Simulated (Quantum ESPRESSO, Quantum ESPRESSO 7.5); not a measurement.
**Pd(111), 5 layers against a metal electrode, stepped through the charge of the slab**

Wanted: a table for Pd(111), 5 layers against a metal electrode against the charge of the slab, and what can be fitted to it.

Method: plane-wave DFT, PBE, GBRV ultrasoft pseudopotentials, in Quantum ESPRESSO 7.5.

### Step 1. Set-up

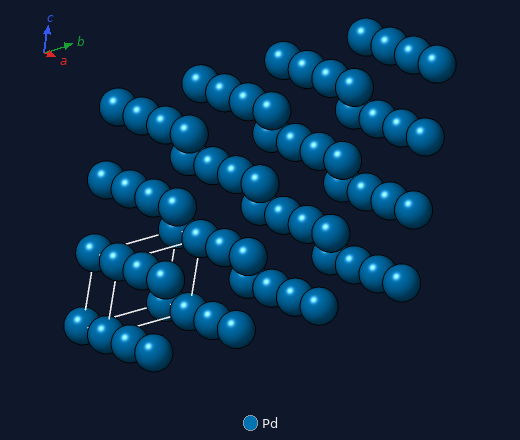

The cell as given, from the side, with the c axis up (palladium blue). 3×3×3 cells are drawn. Some periodic images of atoms are drawn too.

Set-up: The slab is relaxed neutral, then held. ESM with bc3: vacuum below and a metal electrode about 6 Å above the top atoms. Cold smearing of 0.02 Ry. Charges are set per cell from the starting area. The slabs take the lattice constants of the bulk relaxed by the same program.

Members 2, 3, 4.5, 6, 7 and 8 took the same steps and show in the table alone.

### Step 2. Variable-cell relaxation of the reference

The bulk crystal is relaxed in cell and atoms; the members are built on its lattice constants.

Contents of ref.vc.in:

```
&control
  prefix = 'ref.vc'
  outdir = './out'
  pseudo_dir = './pseudo'
  nstep = 40
  forc_conv_thr = 0.0003
  calculation = 'vc-relax'
/
&system
  ibrav = 0
  nat = 1
  ntyp = 1
  ecutwfc = 50
  ecutrho = 250
  occupations = 'smearing'
  smearing = 'mv'
  degauss = 0.02
/
&electrons
  conv_thr = 1e-09
  mixing_beta = 0.4
  electron_maxstep = 120
/
&ions
/
&cell
  press_conv_thr = 0.3
/
ATOMIC_SPECIES
  Pd  106.4200  pd_pbe_v1.4.uspp.F.UPF
CELL_PARAMETERS angstrom
  0.00000000000000 1.94500000000000 1.94500000000000
  1.94500000000000 0.00000000000000 1.94500000000000
  1.94500000000000 1.94500000000000 0.00000000000000
ATOMIC_POSITIONS crystal
  Pd  0.000000000000 0.000000000000 0.000000000000
K_POINTS automatic
  18 18 18 0 0 0
```

The run is started by

```sh
$ OMP_NUM_THREADS=1 mpirun -n 4 pw.x -nk 4 -in ref.vc.in > ref.vc.out
```

The log of the run:

```text
Program PWSCF v.7.5 starts
[citation notice left out]

     Parallel version (MPI & OpenMP), running on       4 processor cores
     Number of MPI processes:                 4
     Threads/MPI process:                     1

     MPI processes distributed on     1 nodes
[...]
Current dimensions of program PWSCF are:
     Max number of different atomic species (ntypx) = 10
     Max number of k-points (npk) =  40000
     Max angular momentum in pseudopotentials (lmaxx) =  4
     Message from routine setup:
     using ibrav=0 with symmetry is DISCOURAGED, use correct ibrav instead

     K-points division:     npool     =       4
     Subspace diagonalization in iterative solution of the eigenvalue problem:
     a serial algorithm will be used

     G-vector sticks info
     --------------------
     sticks:   dense  smooth     PW     G-vecs:    dense   smooth      PW
     Sum         463     367    121                 6615     4693     941

     Using Slab Decomposition

     bravais-lattice index     =            0
     lattice parameter (alat)  =       5.1980  a.u.
     unit-cell volume          =      99.3083 (a.u.)^3
     number of atoms/cell      =            1
     number of atomic types    =            1
     number of electrons       =        16.00
     number of Kohn-Sham states=           12
     kinetic-energy cutoff     =      50.0000  Ry
     charge density cutoff     =     250.0000  Ry
     scf convergence threshold =      1.0E-09
     mixing beta               =       0.4000
     number of iterations used =            8  plain     mixing
     energy convergence thresh.=      1.0E-04
     force convergence thresh. =      3.0E-04
     press convergence thresh. =      3.0E-01
     Exchange-correlation=  SLA  PW   PBX  PBC
                           (   1   4   3   4   0   0   0)
     nstep                     =           40

     celldm(1)=   5.197966  celldm(2)=   0.000000  celldm(3)=   0.000000
     celldm(4)=   0.000000  celldm(5)=   0.000000  celldm(6)=   0.000000

     crystal axes: (cart. coord. in units of alat)
               a(1) = (   0.000000   0.707107   0.707107 )
               a(2) = (   0.707107   0.000000   0.707107 )
               a(3) = (   0.707107   0.707107   0.000000 )

     reciprocal axes: (cart. coord. in units 2 pi/alat)
               b(1) = ( -0.707107  0.707107  0.707107 )
               b(2) = (  0.707107 -0.707107  0.707107 )
               b(3) = (  0.707107  0.707107 -0.707107 )

     PseudoPot. # 1 for Pd read from file:
     ./pseudo/pd_pbe_v1.4.uspp.F.UPF
     Pseudo is Ultrasoft + core correction, Zval = 16.0
     Generated by new atomic code, or converted to UPF format
     Using radial grid of  887 points,  6 beta functions with:
                l(1) =   0
                l(2) =   0
                l(3) =   1
                l(4) =   1
                l(5) =   2
                l(6) =   2
     Q(r) pseudized with  8 coefficients,  rinner =    1.130   1.130   1.130
                                                       1.130   1.130

     atomic species   valence    mass     pseudopotential
     Pd               16.00   106.42000     Pd( 1.00)

     48 Sym. Ops., with inversion, found

   Cartesian axes

     site n.     atom                  positions (alat units)
         1        Pd     tau(   1) = (   0.0000000   0.0000000   0.0000000  )

     number of k points=   195  Marzari-Vanderbilt smearing, width (Ry)=  0.0200

     Number of k-points >= 100: set verbosity='high' to print them.

     Dense  grid:     6615 G-vectors     FFT dimensions: (  27,  27,  27)

     Smooth grid:     4693 G-vectors     FFT dimensions: (  24,  24,  24)

     Estimated max dynamical RAM per process >      17.33 MB

     Estimated total dynamical RAM >      64.46 MB

     Initial potential from superposition of free atoms

     starting charge      15.5000, renormalised to      16.0000

     negative rho (up, down):  7.262E-02 0.000E+00
     Starting wfcs are   12 randomized atomic wfcs

     total cpu time spent up to now is        1.0 secs

     per-process dynamical memory:    17.9 Mb

     Self-consistent Calculation

     iteration #  1     ecut=    50.00 Ry     beta= 0.40
     Davidson diagonalization with overlap
     ethr =  1.00E-02,  avg # of iterations =  4.2

     negative rho (up, down):  7.178E-02 0.000E+00

     total cpu time spent up to now is        1.5 secs

     total energy              =    -198.47306982 Ry
     estimated scf accuracy    <       1.08858509 Ry

     iteration #  2     ecut=    50.00 Ry     beta= 0.40
[...]
negative rho (up, down):  7.235E-02 0.000E+00

[...]
total energy              =    -198.70062794 Ry
     estimated scf accuracy    <       0.01094935 Ry

     iteration #  3     ecut=    50.00 Ry     beta= 0.40
[...]
negative rho (up, down):  7.295E-02 0.000E+00

[...]
total energy              =    -198.70198506 Ry
     estimated scf accuracy    <       0.00168980 Ry

     iteration #  4     ecut=    50.00 Ry     beta= 0.40
[...]
negative rho (up, down):  7.299E-02 0.000E+00

[...]
total energy              =    -198.70205089 Ry
     estimated scf accuracy    <       0.00000337 Ry

     iteration #  5     ecut=    50.00 Ry     beta= 0.40
[...]
negative rho (up, down):  7.310E-02 0.000E+00

[...]
total energy              =    -198.70205213 Ry
     estimated scf accuracy    <       0.00000102 Ry

     iteration #  6     ecut=    50.00 Ry     beta= 0.40
[...]
negative rho (up, down):  7.310E-02 0.000E+00

[...]
total energy              =    -198.70205212 Ry
     estimated scf accuracy    <       0.00000054 Ry

     iteration #  7     ecut=    50.00 Ry     beta= 0.40
[...]
negative rho (up, down):  7.310E-02 0.000E+00

[...]
total energy              =    -198.70205222 Ry
     estimated scf accuracy    <          1.6E-09 Ry

     iteration #  8     ecut=    50.00 Ry     beta= 0.40
[...]
negative rho (up, down):  7.310E-02 0.000E+00

[...]
End of self-consistent calculation

     Number of k-points >= 100: set verbosity='high' to print the bands.

     the Fermi energy is    18.8119 ev

!    total energy              =    -198.70205222 Ry
     estimated scf accuracy    <          3.4E-10 Ry
     smearing contrib. (-TS)   =       0.00008104 Ry
[...]
negative rho (up, down):  7.423E-02 0.000E+00

[...]
End of self-consistent calculation

     Number of k-points >= 100: set verbosity='high' to print the bands.

     the Fermi energy is    17.7885 ev

!    total energy              =    -198.70311101 Ry
     estimated scf accuracy    <          5.3E-13 Ry
     smearing contrib. (-TS)   =       0.00007948 Ry
     internal energy E=F+TS    =    -198.70319049 Ry

     The total energy is F=E-TS. E is the sum of the following terms:
     one-electron contribution =     -46.36398276 Ry
     hartree contribution      =      36.52757776 Ry
     xc contribution           =     -31.34494634 Ry
     ewald contribution        =    -157.52183915 Ry

     convergence has been achieved in   4 iterations

     negative rho (up, down):  7.423E-02 0.000E+00

     Forces acting on atoms (cartesian axes, Ry/au):

     atom    1 type  1   force =     0.00000000    0.00000000    0.00000000

     Total force =     0.000000     Total SCF correction =     0.000000

     Computing stress (Cartesian axis) and pressure

     negative rho (up, down):  7.423E-02 0.000E+00
          total   stress  (Ry/bohr**3)                   (kbar)     P=        0.07
   0.00000051  -0.00000000   0.00000000            0.07       -0.00        0.00
  -0.00000000   0.00000051   0.00000000           -0.00        0.07        0.00
   0.00000000   0.00000000   0.00000051            0.00        0.00        0.07

     Energy error            =      1.6E-07 Ry
     Gradient error          =      0.0E+00 Ry/Bohr
     Cell gradient error     =      7.5E-02 kbar

     bfgs converged in   3 scf cycles and   2 bfgs steps
     (criteria: energy <  1.0E-04 Ry, force <  3.0E-04 Ry/Bohr, cell <  3.0E-01 kbar)

     End of BFGS Geometry Optimization

     Final enthalpy           =    -198.7031110105 Ry

     File ./out/ref.vc.bfgs deleted, as requested
Begin final coordinates
     new unit-cell volume =    103.42283 a.u.^3 (    15.32568 Ang^3 )
     density =     11.53062 g/cm^3

CELL_PARAMETERS (angstrom)
  -0.000000000   1.971499196   1.971499196
   1.971499196  -0.000000000   1.971499196
   1.971499196   1.971499196  -0.000000000

ATOMIC_POSITIONS (crystal)
Pd               0.0000000000        0.0000000000        0.0000000000
End final coordinates

[...]
Final scf calculation at the relaxed structure.
     The G-vectors are recalculated for the final unit cell
     Results may differ from those at the preceding step.

     G-vector sticks info
     --------------------
     sticks:   dense  smooth     PW     G-vecs:    dense   smooth      PW
     Sum         475     379    121                 6855     4957     941

     Using Slab Decomposition

     bravais-lattice index     =            0
     lattice parameter (alat)  =       5.1980  a.u.
     unit-cell volume          =     103.4228 (a.u.)^3
     number of atoms/cell      =            1
     number of atomic types    =            1
     number of electrons       =        16.00
     number of Kohn-Sham states=           12
     kinetic-energy cutoff     =      50.0000  Ry
     charge density cutoff     =     250.0000  Ry
     scf convergence threshold =      1.0E-11
     mixing beta               =       0.4000
     number of iterations used =            8  plain     mixing
     press convergence thresh. =      3.0E-01
     Exchange-correlation=  SLA  PW   PBX  PBC
                           (   1   4   3   4   0   0   0)

     celldm(1)=   5.197966  celldm(2)=   0.000000  celldm(3)=   0.000000
     celldm(4)=   0.000000  celldm(5)=   0.000000  celldm(6)=   0.000000

     crystal axes: (cart. coord. in units of alat)
               a(1) = (  -0.000000   0.716741   0.716741 )
               a(2) = (   0.716741  -0.000000   0.716741 )
               a(3) = (   0.716741   0.716741  -0.000000 )

     reciprocal axes: (cart. coord. in units 2 pi/alat)
               b(1) = ( -0.697602  0.697602  0.697602 )
               b(2) = (  0.697602 -0.697602  0.697602 )
               b(3) = (  0.697602  0.697602 -0.697602 )

     PseudoPot. # 1 for Pd read from file:
     ./pseudo/pd_pbe_v1.4.uspp.F.UPF
     Pseudo is Ultrasoft + core correction, Zval = 16.0
     Generated by new atomic code, or converted to UPF format
     Using radial grid of  887 points,  6 beta functions with:
                l(1) =   0
                l(2) =   0
                l(3) =   1
                l(4) =   1
                l(5) =   2
                l(6) =   2
     Q(r) pseudized with  8 coefficients,  rinner =    1.130   1.130   1.130
                                                       1.130   1.130

     atomic species   valence    mass     pseudopotential
     Pd               16.00   106.42000     Pd( 1.00)

     48 Sym. Ops., with inversion, found

   Cartesian axes

     site n.     atom                  positions (alat units)
         1        Pd     tau(   1) = (   0.0000000   0.0000000   0.0000000  )

     number of k points=   195  Marzari-Vanderbilt smearing, width (Ry)=  0.0200

     Number of k-points >= 100: set verbosity='high' to print them.

     Dense  grid:     6855 G-vectors     FFT dimensions: (  27,  27,  27)

     Smooth grid:     4957 G-vectors     FFT dimensions: (  24,  24,  24)

     Estimated max dynamical RAM per process >      17.89 MB

     Estimated total dynamical RAM >      66.53 MB

     Initial potential from superposition of free atoms

     starting charge      15.5000, renormalised to      16.0000

     negative rho (up, down):  7.390E-02 0.000E+00
     Starting wfcs are   12 randomized atomic wfcs

     total cpu time spent up to now is        8.6 secs

     per-process dynamical memory:    24.7 Mb

     Self-consistent Calculation

     iteration #  1     ecut=    50.00 Ry     beta= 0.40
     Davidson diagonalization with overlap
     ethr =  1.00E-06,  avg # of iterations = 10.0

     negative rho (up, down):  7.296E-02 0.000E+00

     total cpu time spent up to now is        9.5 secs

     total energy              =    -198.44935344 Ry
     estimated scf accuracy    <       1.15983342 Ry

[...]
iteration # 10     ecut=    50.00 Ry     beta= 0.40
[...]
negative rho (up, down):  7.423E-02 0.000E+00

[...]
End of self-consistent calculation

     Number of k-points >= 100: set verbosity='high' to print the bands.

     the Fermi energy is    17.7886 ev

!    total energy              =    -198.70318503 Ry
     estimated scf accuracy    <          2.4E-12 Ry
     smearing contrib. (-TS)   =       0.00007945 Ry
     internal energy E=F+TS    =    -198.70326449 Ry

     The total energy is F=E-TS. E is the sum of the following terms:
     one-electron contribution =     -46.36423302 Ry
     hartree contribution      =      36.52782500 Ry
     xc contribution           =     -31.34501733 Ry
     ewald contribution        =    -157.52183914 Ry

     convergence has been achieved in  10 iterations

     negative rho (up, down):  7.423E-02 0.000E+00

     Forces acting on atoms (cartesian axes, Ry/au):

     atom    1 type  1   force =     0.00000000    0.00000000    0.00000000

     Total force =     0.000000     Total SCF correction =     0.000000

     Computing stress (Cartesian axis) and pressure

     negative rho (up, down):  7.423E-02 0.000E+00
          total   stress  (Ry/bohr**3)                   (kbar)     P=        0.79
   0.00000534  -0.00000000   0.00000000            0.79       -0.00        0.00
  -0.00000000   0.00000534  -0.00000000           -0.00        0.79       -0.00
   0.00000000   0.00000000   0.00000534            0.00        0.00        0.79

[...]
=------------------------------------------------------------------------------=
   JOB DONE.
=------------------------------------------------------------------------------=
```

Run time: 13 s. Hardware: 4 MPI ranks of Intel Xeon Platinum 8488C (Sapphire Rapids), shared host; peak memory 0.27 GiB; 53 s of CPU time.

Step by step:

```csv
step,energy less that of the first step (eV),largest force (eV/Å),volume (Å³)
1,0.0000,0.0000,14.72
2,-0.0144,0.0000,15.32
3,-0.0144,0.0000,15.33
4,-0.0154,0.0000,15.33
```

```csv
"conventional cell, symmetrised",before,after,change
a (Å),3.890,3.943,+1.4 %
b (Å),3.890,3.943,+1.4 %
c (Å),3.890,3.943,+1.4 %
volume (Å³/atom),14.72,15.33,+4.1 %
```

Final coordinates:

```
Pd
1.0
     0.00000    1.97150    1.97150
     1.97150    0.00000    1.97150
     1.97150    1.97150    0.00000
Pd
1
Cartesian
  0.0000 0.0000 0.0000
```

 The last row is no step: it is a fresh SCF in the final cell with a new plane-wave basis, -1 meV from the row before.

Numbers from this step:

```
free energy  : -2703.4946 eV
Fermi energy : 17.79 eV
```

[end of part 1 of 4]

[Logs are printed without paths, hosts, clocks, repeated set-up lines and the standing remarks that a program may print on its own settings, such as how far it seeks lower states.]

[Hosts, paths, dates, database ids (printed as entryN), source tags and the programs' standing remarks are cut or masked in the printed files.]

[Maps of the electrostatic potential energy from Ansatz leave out the sawtooth potential of an applied field or a dipole correction, so their vacuum need not be flat; planar profiles and work functions include it.]
